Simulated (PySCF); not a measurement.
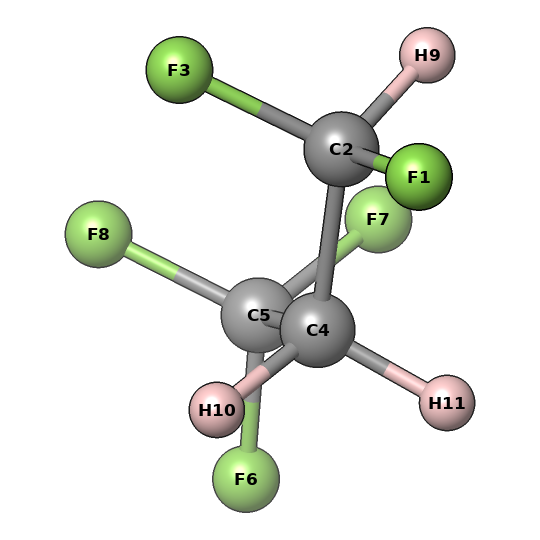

C5 lies behind C4. The molecule seen a little off the C4–C5 bond, C4 in front. Depth is shown by fading: the farther an atom, the more it takes the colour of the background. The geometry was computed by an optimisation with PBE0-D3(BJ)/def2-SVP. No frequency run is at hand to confirm it as a minimum.

**What is the torsion angle C2–C4–C5–F6? The sign is positive where the front bond must turn clockwise to cover the back bond.**

178°, antiperiplanar (anti). The bonds about C4–C5 are staggered.
